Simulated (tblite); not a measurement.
# Geometry relaxation, with input and output: C6H10NSi (part 2 of 2)

The same run, continued: C6H10NSi, multiplicity 2; GFN2-xTB geometry optimisation, gas phase (tblite 0.8.0). It belongs to a series of runs on one base structure; here: H removed from sp3 C.

Geometry of the input (Å):
```
C  2.6803  -0.2988  -0.9714
C  1.7902  -0.2018  -0.1636
C  0.7274  -0.1098  0.8597
N  0.0716  -1.4188  1.0319
Si -1.3286  -1.6502  0.0603
C  -1.3510  0.1438  -0.5658
C  -0.4227  0.8911  0.4361
C  0.0264  2.2255  -0.0860
H  3.4535  -0.3768  -1.6946
H  1.1513  0.2139  1.8139
H  0.7477  -2.1668  0.8716
H  -1.0126  -2.6326  -1.0051
H  -2.4783  -1.9799  0.9367
H  -0.9400  0.1850  -1.5846
H  -2.3602  0.5727  -0.5655
H  -1.0192  1.0963  1.3567
H  0.9070  2.7022  0.3172
H  -0.6515  2.8116  -0.6992
```

Trajectory as extended XYZ, continued:
```
18
Properties=species:S:1:pos:R:3:forces:R:3 step=63 energy=-611.20036
C     2.4883   -0.2248   -1.0428   -0.0260  -0.0360   0.0580
C     1.7101   -0.1223   -0.1382    0.0640  -0.0540  -0.0520
C     0.6897   -0.0799    0.8980    0.0090   0.0030  -0.0090
N     0.0592   -1.3781    1.0879   -0.0570   0.0280  -0.0610
Si   -1.2392   -1.6631   -0.0050   -0.0160  -0.0150  -0.0310
C    -1.2779    0.1430   -0.5927    0.0110  -0.0180   0.0160
C    -0.4384    0.8787    0.4812    0.0090   0.0050   0.0000
C     0.0541    2.1775    0.0121    0.1640   0.0140  -0.0280
H     3.1850   -0.3001   -1.8237    0.0260   0.0160   0.0080
H     1.1443    0.2510    1.8423    0.0150  -0.0030  -0.0110
H     0.6854   -2.0934    1.4171    0.0200  -0.0140   0.0320
H    -0.9657   -2.5664   -1.1281   -0.0160  -0.0210   0.0180
H    -2.4126   -2.0752    0.7661   -0.0010  -0.0170   0.0110
H    -0.7933    0.2336   -1.5650    0.0170   0.0550   0.0110
H    -2.2622    0.5976   -0.6737   -0.0030  -0.0420  -0.0070
H    -1.1049    0.9938    1.3490    0.0150   0.0520   0.0070
H     1.1055    2.3318   -0.1669   -0.1640  -0.0110   0.0060
H    -0.6363    2.9026   -0.3692   -0.0660   0.0570   0.0310
18
Properties=species:S:1:pos:R:3:forces:R:3 step=74 energy=-611.21850
C     2.5104   -0.2936   -1.0187    0.0240   0.0260  -0.0220
C     1.7124   -0.1239   -0.1427    0.0140  -0.0260   0.0280
C     0.6900   -0.0638    0.8899    0.0050  -0.0040   0.0120
N     0.0584   -1.3620    1.0766   -0.0280  -0.0020  -0.0190
Si   -1.2292   -1.6644   -0.0219   -0.0290  -0.0100  -0.0040
C    -1.2613    0.1489   -0.5943   -0.0320  -0.0510  -0.0370
C    -0.4431    0.8977    0.4904   -0.0350  -0.0290  -0.0340
C     0.0229    2.1987    0.0060    0.0440   0.0330   0.0330
H     3.2202   -0.3895   -1.7856    0.0180  -0.0030   0.0050
H     1.1479    0.2596    1.8343    0.0290   0.0120   0.0080
H     0.6813   -2.0701    1.4256    0.0300  -0.0410   0.0370
H    -0.9838   -2.5617   -1.1589    0.0330   0.0160   0.0330
H    -2.3761   -2.1268    0.7639   -0.0060   0.0480  -0.0200
H    -0.7429    0.2517   -1.5481   -0.0440  -0.0020  -0.0340
H    -2.2496    0.5864   -0.7073    0.0060   0.0270   0.0160
H    -1.1063    1.0174    1.3563    0.0070  -0.0060   0.0170
H     1.0190    2.3021   -0.3838   -0.0800   0.0360  -0.0280
H    -0.6790    2.9999   -0.1334    0.0460  -0.0230   0.0120
18
Properties=species:S:1:pos:R:3:forces:R:3 step=84 energy=-611.22989
C     2.5391   -0.3104   -1.0073    0.0120  -0.0140   0.0090
C     1.7289   -0.1449   -0.1413   -0.0030   0.0170  -0.0100
C     0.6974   -0.0681    0.8808    0.0330  -0.0040  -0.0140
N     0.0569   -1.3608    1.0768   -0.0290   0.0280  -0.0150
Si   -1.2227   -1.6620   -0.0307   -0.0100  -0.0150  -0.0150
C    -1.2599    0.1499   -0.6080   -0.0060  -0.0260  -0.0140
C    -0.4385    0.8955    0.4791    0.0100  -0.0080   0.0100
C     0.0091    2.2105    0.0154   -0.0660   0.0060   0.0060
H     3.2654   -0.4327   -1.7553   -0.0010   0.0250   0.0040
H     1.1551    0.2627    1.8233    0.0030   0.0100   0.0050
H     0.6627   -2.0661    1.4618    0.0060  -0.0070  -0.0060
H    -0.9492   -2.5709   -1.1514    0.0070   0.0190   0.0210
H    -2.3880   -2.1006    0.7384   -0.0220   0.0100  -0.0020
H    -0.7643    0.2576   -1.5727    0.0240   0.0060   0.0000
H    -2.2477    0.5933   -0.7029   -0.0160  -0.0070   0.0170
H    -1.0961    0.9990    1.3495    0.0040   0.0130   0.0140
H     0.9090    2.3084   -0.5607    0.0110  -0.0270  -0.0100
H    -0.6659    3.0459    0.0538    0.0420  -0.0270   0.0000
18
Properties=species:S:1:pos:R:3:forces:R:3 step=95 energy=-611.23160
C     2.5520   -0.3130   -1.0006   -0.0020   0.0140  -0.0050
C     1.7298   -0.1448   -0.1466   -0.0050   0.0040   0.0070
C     0.6993   -0.0692    0.8764   -0.0080  -0.0070   0.0040
N     0.0546   -1.3591    1.0760   -0.0080  -0.0090   0.0000
Si   -1.2252   -1.6629   -0.0308   -0.0070  -0.0020   0.0020
C    -1.2630    0.1474   -0.6073    0.0070   0.0050   0.0020
C    -0.4412    0.8932    0.4797    0.0040   0.0030   0.0040
C     0.0019    2.2056    0.0077    0.0210  -0.0090   0.0080
H     3.2806   -0.4210   -1.7483    0.0050   0.0060   0.0040
H     1.1594    0.2647    1.8171   -0.0050  -0.0040  -0.0030
H     0.6553   -2.0669    1.4656    0.0060   0.0130  -0.0090
H    -0.9354   -2.5744   -1.1432   -0.0070  -0.0030   0.0000
H    -2.4047   -2.0868    0.7254    0.0010  -0.0060   0.0060
H    -0.7639    0.2593   -1.5697   -0.0020  -0.0010  -0.0070
H    -2.2517    0.5902   -0.6994    0.0020  -0.0070   0.0020
H    -1.0913    0.9972    1.3555   -0.0020   0.0080  -0.0050
H     0.8795    2.2897   -0.6046   -0.0010  -0.0080  -0.0090
H    -0.6445    3.0572    0.0955    0.0000   0.0050  -0.0020
18
Properties=species:S:1:pos:R:3:forces:R:3 step=105 energy=-611.23252
C     2.5570   -0.2947   -0.9945    0.0090  -0.0020   0.0050
C     1.7257   -0.1420   -0.1464    0.0150  -0.0010   0.0230
C     0.6944   -0.0728    0.8761    0.0040   0.0010   0.0050
N     0.0517   -1.3635    1.0747    0.0070  -0.0040  -0.0080
Si   -1.2317   -1.6645   -0.0287   -0.0030  -0.0010   0.0030
C    -1.2651    0.1460   -0.6062   -0.0080   0.0000   0.0070
C    -0.4433    0.8934    0.4800   -0.0030   0.0000  -0.0040
C     0.0095    2.2006    0.0032    0.0060  -0.0070  -0.0130
H     3.2974   -0.3970   -1.7312   -0.0060   0.0100  -0.0100
H     1.1545    0.2575    1.8179    0.0010   0.0080   0.0010
H     0.6613   -2.0707    1.4518   -0.0090   0.0020  -0.0030
H    -0.9469   -2.5800   -1.1383   -0.0030  -0.0040  -0.0120
H    -2.4096   -2.0881    0.7302   -0.0020   0.0010   0.0090
H    -0.7674    0.2561   -1.5701   -0.0070   0.0000   0.0130
H    -2.2543    0.5875   -0.6972   -0.0030   0.0050  -0.0060
H    -1.0911    1.0070    1.3556   -0.0080  -0.0130  -0.0040
H     0.8648    2.2661   -0.6421    0.0090   0.0070  -0.0080
H    -0.6157    3.0655    0.1135    0.0010  -0.0030   0.0020
18
Properties=species:S:1:pos:R:3:forces:R:3 step=116 energy=-611.23332
C     2.5711   -0.2735   -0.9816    0.0000   0.0010  -0.0010
C     1.7365   -0.1374   -0.1339   -0.0030   0.0010   0.0000
C     0.6937   -0.0777    0.8776    0.0020   0.0020  -0.0030
N     0.0533   -1.3707    1.0640    0.0050   0.0040   0.0000
Si   -1.2413   -1.6675   -0.0266    0.0030   0.0050   0.0040
C    -1.2718    0.1431   -0.6043    0.0000  -0.0030   0.0010
C    -0.4424    0.8906    0.4756   -0.0030  -0.0020  -0.0050
C     0.0170    2.1921   -0.0110   -0.0010  -0.0010   0.0010
H     3.3112   -0.3600   -1.7208    0.0010   0.0020   0.0050
H     1.1422    0.2528    1.8253    0.0020  -0.0070  -0.0010
H     0.6611   -2.0793    1.4405   -0.0010  -0.0010  -0.0010
H    -0.9734   -2.5847   -1.1398   -0.0020   0.0030  -0.0010
H    -2.4112   -2.0877    0.7470   -0.0050   0.0030   0.0000
H    -0.7784    0.2493   -1.5708   -0.0020   0.0000   0.0040
H    -2.2594    0.5891   -0.6925    0.0050  -0.0020   0.0000
H    -1.0881    1.0114    1.3518    0.0020  -0.0010  -0.0010
H     0.8564    2.2471   -0.6777    0.0070  -0.0010  -0.0030
H    -0.5851    3.0693    0.1256   -0.0080  -0.0020   0.0010
```

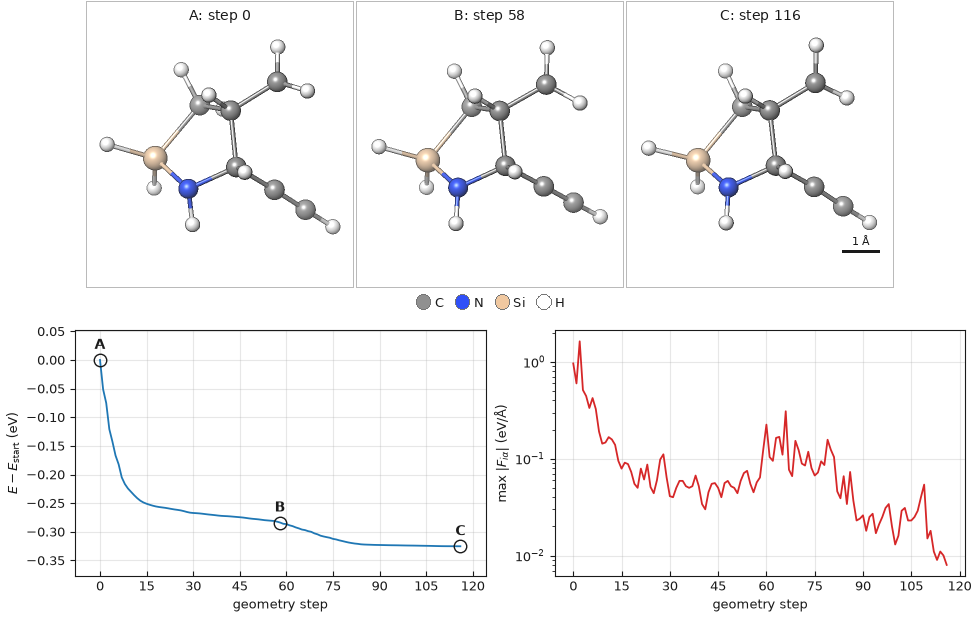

Figure 1. Frames of the relaxation (ball-and-stick view, seen at a tilt) above the curves, on which the letters mark them (steps are counted from 0).

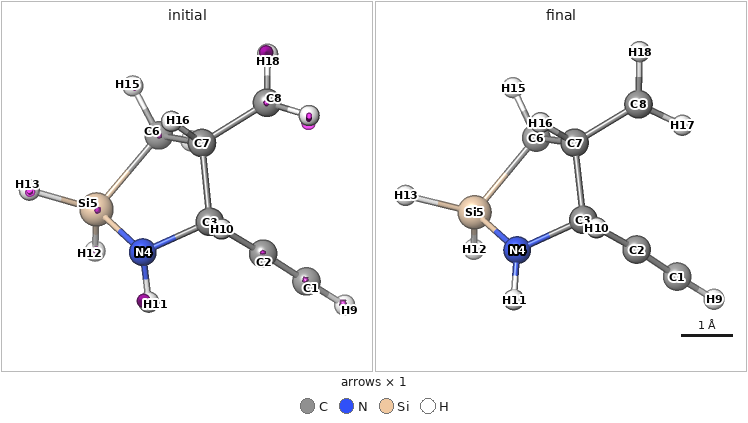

Figure 2. Before (left) and after (right) the relaxation, at one scale (ball-and-stick view, seen at a tilt). The pink arrows give the displacements, at true length. H17 moves most after the best rigid fit: 1.09 Å. Largest moves by element: H 1.09 Å, Si 0.12 Å, C 0.12 Å, N 0.06 Å. Among the contacts that change: C7–C8 1.502 → 1.463 Å, C3–C7 1.582 → 1.546 Å, C2–C3 1.478 → 1.454 Å, C7–H16 1.116 → 1.095 Å. Among the angles that change: Si5–N4–H11 110.6° → 124.8°, N4–Si5–H12 108.7° → 116.9°, H12–Si5–H13 116.3° → 111.6°. After 116 geometry steps the energy has fallen by 0.325 eV. The largest force component goes from 0.96 to 0.008 eV/Å. (Atoms are counted from 1 in the order of the input.)
